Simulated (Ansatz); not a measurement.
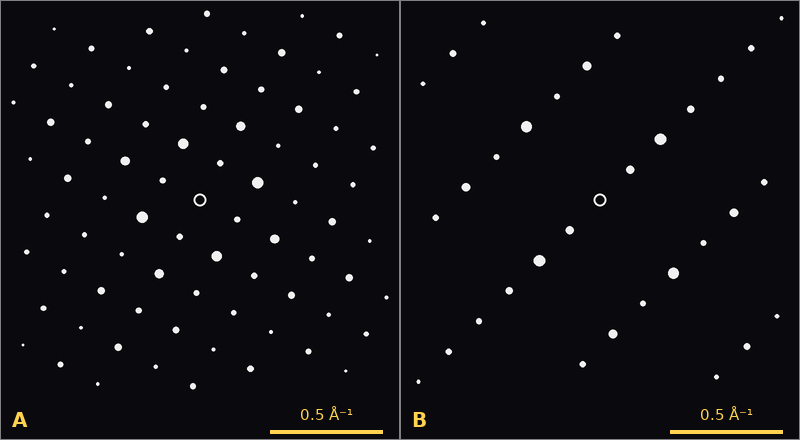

Kinematic electron diffraction patterns (120 kV, B = 0.5 Å², same scale, each along a low-index zone) of two structures of composition CaBe2, each relaxed at zero pressure with DFT PBE, scalar-relativistic, plane waves, PAW (Ansatz).

The structures (standard cells):
1. I4/mmm (No. 139), a = 3.029 Å, c = 10.376 Å, 6 atoms; generated start, possibly hypothetical
2. Immm (No. 71), a = 5.046 Å, b = 7.369 Å, c = 7.564 Å, 12 atoms; generated start, possibly hypothetical

**Which pattern belongs to which structure, and along which zone?**

A is structure 2 along [100]: centred rectangular net of 0 1 -1 at d = 5.28 Å and 0 1 1 at d = 5.28 Å, 88.5° apart. B is structure 1 along [110] or an equivalent direction: rectangular net of 0 0 2 at d = 5.19 Å and 1 -1 0 at d = 2.14 Å, 90.0° apart.

**Which structure lies lowest at this level of theory, and by how much?**

Structure 1 (I4/mmm, 15.86 Å³ an atom) is the lowest of these; structure 2 (Immm, 23.44 Å³ an atom) lies about 480 meV an atom higher. These are static energies at 0 K; other structures, not shown, may lie lower still.
